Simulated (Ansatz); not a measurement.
KBr (rock salt) is sheared across one {100} plane: the third cell vector gains the shift, so faults repeat every 9.9 Å. The cut lies between planes 3.30 Å apart; the cell height is held.

```
CELL_PARAMETERS angstrom
      4.67272     0.00000     0.00000
      0.00000     4.67272     0.00000
      2.33636     2.33636     9.91233
ATOMIC_POSITIONS crystal
  Br 0.00000 0.00000 0.83333
  Br 0.33333 0.33333 0.16667
  Br 0.66667 0.66667 0.50000
  K  0.50000 0.50000 0.83333
  K  0.83333 0.83333 0.16667
  K  0.16667 0.16667 0.50000
```

In-plane vectors a = (4.673, 0.000) Å, b = (0.000, 4.673) Å, area 21.83 Å². The shift is s times the vector a (length 4.673 Å), so s = 1 restores the start. The shift is rigid: no atom relaxes. γ = [E(shift) − E(0)] / area.

All values below come from r2SCAN (plane waves to 500 eV, PAW, scalar-relativistic; Ansatz, a first-principles code). k mesh 6×6×6 (Γ-centred), Fermi-Dirac smearing 0.05 eV. Energies are extrapolated to zero smearing. Faults lie only 9.9 Å apart, and holding the cell height and the atoms raises γ above its relaxed value. KBr was relaxed with its symmetry unable to fall. γ is measured from zero shift.

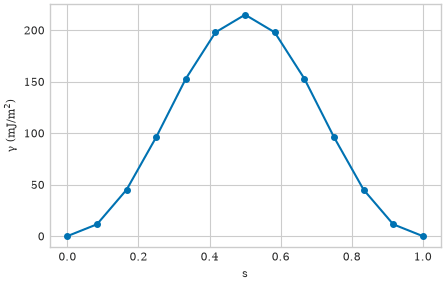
*γ (mJ/m²) against s; computed points joined by lines (the last repeats the first, one period on).*

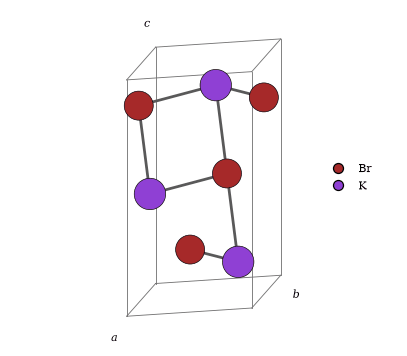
Fig. 1. The cell of the calculation at s = 0.500.

The steepest slope dγ/d(shift) before the first maximum (spline) is 1.5 GPa and the highest computed γ on the line is 215 mJ/m². Position of the highest point: s = 0.500. Local minima between the ends: no computed point is one.

A slope of 1 mJ/m² per Å is 0.01 GPa.

(The slope of γ gives the shear force per area between the displaced halves; near zero shift its curvature is an elastic stiffness.)
